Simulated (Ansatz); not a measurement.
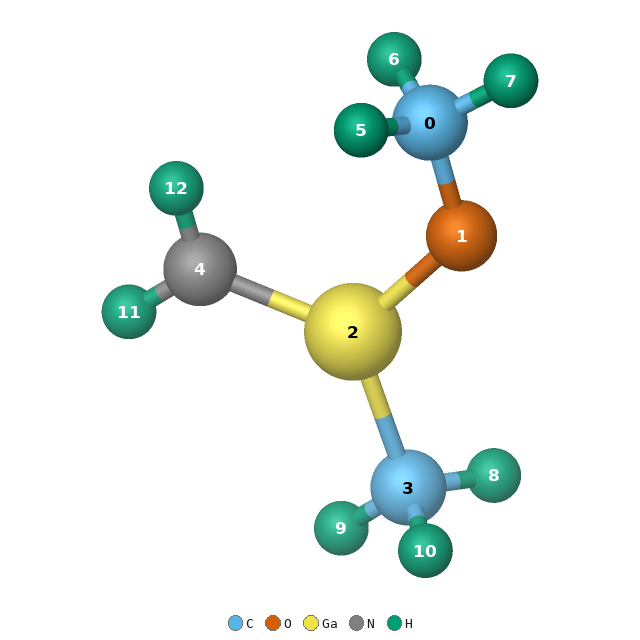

Starting geometry of the run. Atoms are numbered from 0, in the order of the input.

Ansatz 0.2.0 input:

```yaml
crystal:
  periodic: [false, false, false]
  atoms:
    - {symbol: C, position_ang: [-2.009400, 0.874891, 0.633301]}
    - {symbol: O, position_ang: [-1.156560, -0.230722, 0.726541]}
    - {symbol: Ga, position_ang: [0.439481, -0.280967, -0.089777]}
    - {symbol: C, position_ang: [1.526679, -1.882930, 0.107739]}
    - {symbol: N, position_ang: [0.852095, 1.217958, -1.028394]}
    - {symbol: H, position_ang: [-2.325580, 1.078113, -0.399851]}
    - {symbol: H, position_ang: [-1.554081, 1.794102, 1.028839]}
    - {symbol: H, position_ang: [-2.913030, 0.678397, 1.219819]}
    - {symbol: H, position_ang: [1.545089, -2.192372, 1.153752]}
    - {symbol: H, position_ang: [2.549675, -1.718442, -0.231819]}
    - {symbol: H, position_ang: [1.094932, -2.699493, -0.474315]}
    - {symbol: H, position_ang: [1.705990, 1.346011, -1.542344]}
    - {symbol: H, position_ang: [0.244699, 2.015443, -1.103491]}
basis:
  gaussian: {orbitals: def2-mTZVP, nuclear_model: gaussian}
hamiltonian: {xc: {name: revPBE0}, dispersion: d3bj}
output: {forces: true}
```

Command:

```sh
ansatz run in.yaml --threads 2 --pin off --events-out ev --progress --plain --max-ram 32768MiB --backend cpu
```

Output:

```
Functional definition: revPBE0
  name "revPBE0"
  cite "Zhang & Yang, Phys. Rev. Lett. 80, 890 (1998) doi:10.1103/PhysRevLett.80.890"
  cite "Adamo & Barone, J. Chem. Phys. 110, 6158 (1999) doi:10.1063/1.478522"
  cite "Perdew, Burke & Ernzerhof, Phys. Rev. Lett. 77, 3865 (1996) doi:10.1103/PhysRevLett.77.3865"
  parameter a = 0.25
  parameter kappa = 1.245
  parameter beta = 0.06672455060314922
  exchange = (1 - a)*pbe_x(kappa = kappa, mu = beta*pi^2/3) + a*exact_x
  correlation = pbe_c(beta = beta)
1338 factors; integrals over basis functions are off by at most 1.1e-3 eV
mean field evaluation 1: about -58099.4649 eV, gradient 9.3e1 eV
mean field evaluation 2: about -58080.9033 eV, gradient 1.3e2 eV
mean field evaluation 4: about -58115.5813 eV, gradient 6.8e0 eV
mean field evaluation 8: about -58115.8082 eV, gradient 4.8e-1 eV
mean field evaluation 16: about -58115.8088 eV, gradient 8.3e-5 eV
mean field -58115.80880347 eV, -2135.7165812174 hartree, gradient 1.9e-5 eV, S^2 0.000000; 0 other end points of the search recorded, 0 dependent functions left out
the calculation of the forces begins
reference -58115.80884920 eV, -2135.7165828979 hartree; 33, 33 occupied and 108, 108 virtual orbitals, 1338 factors
Total energy: -58116.28409857 eV, -2135.7340479901 hartree
Atom 0 at    -2.009400     0.874891     0.633301 Å, force    -0.109643     0.142814    -0.012580 eV/Å
Atom 1 at    -1.156560    -0.230722     0.726541 Å, force    -0.046803    -0.184848     0.115483 eV/Å
Atom 2 at     0.439481    -0.280967    -0.089777 Å, force     0.000367    -0.034631     0.020231 eV/Å
Atom 3 at     1.526679    -1.882930     0.107739 Å, force     0.037595    -0.052530    -0.001815 eV/Å
Atom 4 at     0.852095     1.217958    -1.028394 Å, force     0.026031     0.035531    -0.029576 eV/Å
Atom 5 at    -2.325580     1.078113    -0.399851 Å, force    -0.011281     0.015025    -0.014277 eV/Å
Atom 6 at    -1.554081     1.794102     1.028839 Å, force    -0.002868     0.023899     0.003137 eV/Å
Atom 7 at    -2.913030     0.678397     1.219819 Å, force    -0.015224     0.006121     0.004968 eV/Å
Atom 8 at     1.545089    -2.192372     1.153752 Å, force     0.024231    -0.033768     0.012237 eV/Å
Atom 9 at     2.549675    -1.718442    -0.231819 Å, force     0.033180    -0.031536     0.003105 eV/Å
Atom 10 at     1.094932    -2.699493    -0.474315 Å, force     0.020294    -0.040981    -0.000886 eV/Å
Atom 11 at     1.705990     1.346011    -1.542344 Å, force     0.102641     0.048672    -0.078126 eV/Å
Atom 12 at     0.244699     2.015443    -1.103491 Å, force    -0.058520     0.106231    -0.021900 eV/Å
Dipole moment:     0.261779     0.174750    -0.230931 e Å
```

The run converged.
